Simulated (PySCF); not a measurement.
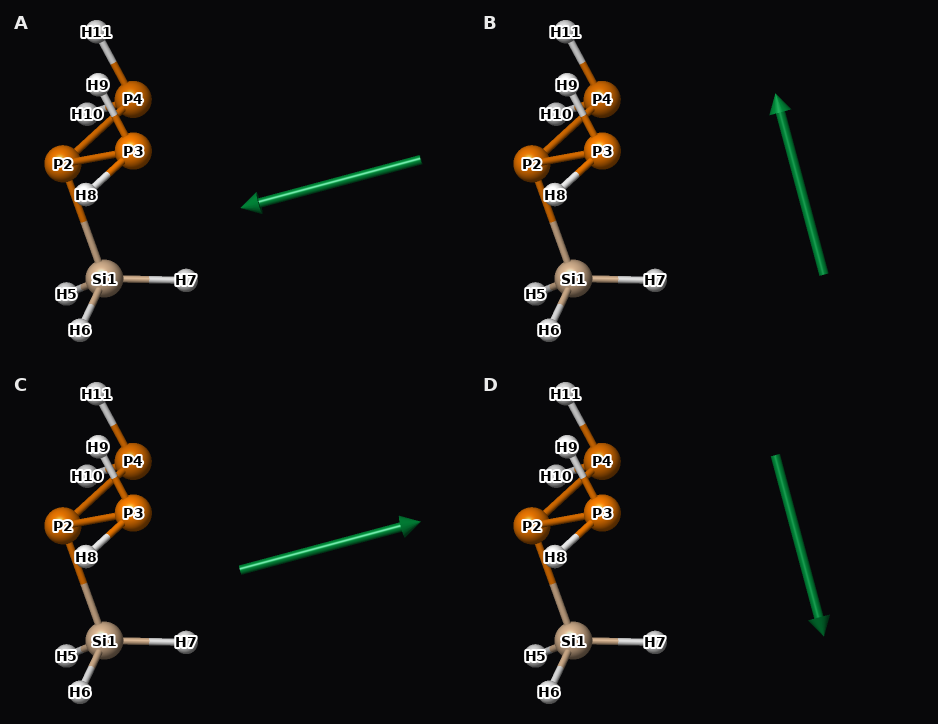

The same molecule four times, each with an arrow. Computed geometry: GFN2-xTB optimisation. No frequency run is at hand to confirm it as a minimum. Level of theory: CAM-B3LYP/def2-SVPD, gas phase (PySCF 2.14.0).

Question: Which arrow points along the dipole moment, from the negative to the positive end?

Answer: A. The dipole moment is 0.63 D; it points from the side of P3, P4, H7 to the side of H5 (the outermost atoms at the two ends).

The geometry is semi-empirical. Around P, Si such bond lengths and angles can be off by a tenth of an ångström or more and by several degrees, and values that hang on the shape move with them.
